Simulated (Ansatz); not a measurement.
**AlH3S (SMILES [AlH2][SH]) at 6 levels**

Wanted: a comparison of 6 runs (CAM-B3LYP/def2-TZVP, HSE06/def2-TZVP, PBE/def2-TZVP, revPBE/def2-TZVP, MP2/def2-TZVP, CCSD/def2-TZVP) of AlH3S. 

The calculation is run with Ansatz 0.2.0.

48 further runs of the same task are left out: 48 set aside as unsound or not needed.

## 1. The system as given

The species is AlH3S (5 atoms), meant as a singlet with charge 0. As SMILES, `[AlH2][SH]`. The Al1–H3 distance was set to 3.473 Å, away from the relaxed value. At this shape a bond of the SMILES string is far longer than usual.

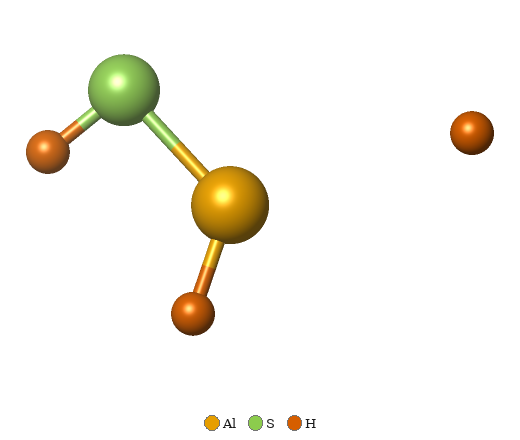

The structure, seen from a chosen angle (aluminium amber, sulfur green, hydrogen orange).

## 2. The energy at CAM-B3LYP/def2-TZVP (run 1)

The input, input.yaml:

```yaml
crystal:
  periodic: [false, false, false]
  atoms:
    - {symbol: Al, position_ang: [1.022579, 0.638862, -0.821044]}
    - {symbol: S, position_ang: [2.767779, 0.359962, 0.457256]}
    - {symbol: H, position_ang: [-1.981700, -0.650100, 0.351100]}
    - {symbol: H, position_ang: [1.197579, 1.399062, -2.195744]}
    - {symbol: H, position_ang: [3.598379, 0.990862, -0.390344]}
basis:
  gaussian:
    orbitals: def2-TZVP
hamiltonian:
  xc: {name: CAM-B3LYP}
accuracy: high
output: {orbitals: {seedname: orbitals}}
```

On the command line:

```console
$ ansatz run input.yaml --threads 1 --pin off --max-ram 3480MiB --events-out events.jsonl --progress --plain --runs-dir runs
```

Output:

```text
Warning: RAYON_NUM_THREADS=1 ignored (pool sized by the plan → 1); use --threads N
Functional definition: CAM-B3LYP
  name "CAM-B3LYP"
  parameter alpha = 0.19
  parameter beta = 0.46
  parameter omega = 0.33/bohr
  parameter ac = 0.81
  exchange = (1 - alpha - beta)*b88_x + beta*b88_x_sr(omega) + alpha*exact_x + beta*exact_x_lr(omega)
  correlation = (1 - ac)*vwn5_c + ac*lyp_c
1534 factors; integrals over basis functions are off by at most 3.6e-9 eV
383 factors; integrals over basis functions are off by at most 2.0e-9 eV
mean field evaluation 1: about -17476.0094 eV, gradient 2.0e1 eV
mean field evaluation 2: about -17472.9413 eV, gradient 2.8e1 eV
mean field evaluation 4: about -17478.5147 eV, gradient 1.6e0 eV
mean field evaluation 8: about -17478.5246 eV, gradient 1.4e-1 eV
mean field evaluation 16: about -17478.5248 eV, gradient 3.2e-5 eV
mean field -17478.52475234 eV, -642.3239372791 hartree, gradient 6.3e-8 eV, S^2 0.000000; 0 other end points of the search recorded, 0 dependent functions left out
reference -17478.52477190 eV, -642.3239379979 hartree; 16, 16 occupied and 76, 76 virtual orbitals, 1534 factors
Total energy: -17478.52477190 eV, -642.3239379979 hartree
```

Run time: 6 s. Hardware: 1 thread of Arm Neoverse V1, shared host; peak memory 0.25 GiB.

## 3. A single-point energy at HSE06/def2-TZVP (run 2)

The input, molecule.yaml:

```yaml
crystal:
  periodic: [false, false, false]
  atoms:
    - {symbol: Al, position_ang: [1.022579, 0.638862, -0.821044]}
    - {symbol: S, position_ang: [2.767779, 0.359962, 0.457256]}
    - {symbol: H, position_ang: [-1.981700, -0.650100, 0.351100]}
    - {symbol: H, position_ang: [1.197579, 1.399062, -2.195744]}
    - {symbol: H, position_ang: [3.598379, 0.990862, -0.390344]}
basis:
  gaussian:
    orbitals: def2-TZVP
output:
  orbitals: {seedname: orbitals}
hamiltonian:
  xc: hse06
accuracy: high
```

On the command line:

```console
$ ansatz run molecule.yaml --threads 1 --pin off --max-ram 3480MiB --events-out events.jsonl --progress --plain --runs-dir runs
```

Output:

```text
Warning: RAYON_NUM_THREADS=1 ignored (pool sized by the plan → 1); use --threads N
Functional definition: HSE06
  name "HSE06"
  parameter a = 0.25
  parameter omega = 0.11/bohr
  exchange = pbe_x - a*pbe_x_sr(omega) + a*exact_x_sr(omega)
  correlation = pbe_c
1534 factors; integrals over basis functions are off by at most 3.6e-9 eV
103 factors; integrals over basis functions are off by at most 9.3e-10 eV
mean field evaluation 1: about -17467.9674 eV, gradient 2.2e1 eV
mean field evaluation 2: about -17459.3447 eV, gradient 3.6e1 eV
mean field evaluation 4: about -17470.9085 eV, gradient 3.9e0 eV
mean field evaluation 8: about -17470.9958 eV, gradient 5.3e-1 eV
mean field evaluation 16: about -17470.9978 eV, gradient 5.7e-4 eV
mean field -17470.99779031 eV, -642.0473265262 hartree, gradient 2.1e-8 eV, S^2 0.000000; 0 other end points of the search recorded, 0 dependent functions left out
reference -17470.99779393 eV, -642.0473266593 hartree; 16, 16 occupied and 76, 76 virtual orbitals, 1534 factors
Total energy: -17470.99779393 eV, -642.0473266593 hartree
```

It took 6 s on 1 thread of Arm Neoverse V1, shared host; peak memory 0.23 GiB.

Runs 3 to 5 aren't shown in full; the table further down has their settings and results.

## 4. The energy at CCSD/def2-TZVP (run 6)

input.yaml, as its differences from that of step 2:

```diff
@@ -11,5 +11,7 @@
     orbitals: def2-TZVP
-hamiltonian:
-  xc: {name: CAM-B3LYP}
+correlation:
+  method: ccsd
+  frozen_orbitals: {Al: 5, H: 0, S: 5}
 accuracy: high
-output: {orbitals: {seedname: orbitals}}
+scf:
+  omitted_lower_state_checks: [cluster_reference, increment]
```

On the command line:

```console
$ ansatz run input.yaml --threads 1 --pin off --max-ram 3480MiB --events-out events.jsonl --progress --plain --runs-dir runs
```

Output, shortened:

```text
Warning: RAYON_NUM_THREADS=1 ignored (pool sized by the plan → 1); use --threads N
Functional definition: HF
  name "HF"
[...]
1534 factors; integrals over basis functions are off by at most 3.6e-9 eV
[...]
mean field -17444.44216499 eV, -641.0714252956 hartree, gradient 2.1e-8 eV, S^2 0.000000; 1 other end points of the search recorded, 0 dependent functions left out; unrestricted orbitals would lower it
10 core orbitals not correlated: weight in the atoms' cores, before any rotation towards them, 1.000 or more for the frozen orbitals, at most 0.000 for the correlated occupied ones
reference -17444.44216499 eV, -641.0714252956 hartree; 6, 6 occupied and 76, 76 virtual orbitals, 1534 factors
second order -7.22761450 eV of doubles, -0.00000000 eV of singles
cycle   1  -7.94017939 eV  change    -1.1e0 eV  update   1.5e-1
[...]
cycle  28  -8.95753950 eV  change   9.8e-10 eV  update  8.7e-10
WARN: these amplitudes may be one of several solutions (largest doubles amplitude 0.51, level shift 1.20 eV)
Total energy: -17453.39970448 eV, -641.4006088005 hartree
Checks for a lower state left out: cluster_reference, increment
```

It took 8.7 s on 1 thread of Arm Neoverse V1, shared host; peak memory 0.49 GiB.

## 5. All runs side by side

| run | level | frozen core orbitals | energy (Eh) | HOMO energy (eV) | LUMO energy (eV) | HOMO–LUMO gap (eV) | wall time |
| --- | --- | --- | --- | --- | --- | --- | --- |
| 1 | CAM-B3LYP/def2-TZVP | – | -642.323938 | -7.18 | -2.70 | 4.49 | 6 s |
| 2 | HSE06/def2-TZVP | – | -642.047327 | -5.79 | -3.93 | 1.86 | 6 s |
| 3 | PBE/def2-TZVP | – | -642.016005 | -5.42 | -4.17 | 1.25 | 5.4 s |
| 4 | revPBE/def2-TZVP | – | -642.208986 | -5.38 | -4.13 | 1.26 | 5.4 s |
| 5 | MP2/def2-TZVP | 10 | -641.337035 | – | – | – | 3.9 s |
| 6 | CCSD/def2-TZVP | 10 | -641.400609 | – | – | – | 8.7 s |

## 6. What came out

```
                                           quantity          value
                                run 6: total energy  -641.40061 Eh
run 6: correlation energy (10 core orbitals frozen)     -329.2 mEh
                               run 6: T1 diagnostic          0.059
```

What this shows: Over runs 1, 2, 3, 4 the HOMO–LUMO gap runs from 1.25 eV (PBE/def2-TZVP) to 4.49 eV (CAM-B3LYP/def2-TZVP). Totals of different functionals can't be ranked against each other. In run 6 the T1 diagnostic is large, so a single reference may not serve. In runs 5, 6 the log says that unrestricted orbitals would lower the reference, so the values rest on an unstable closed-shell determinant (other closed-shell runs at this shape may share the fault). All runs together took 36 s, the longest 8.7 s.
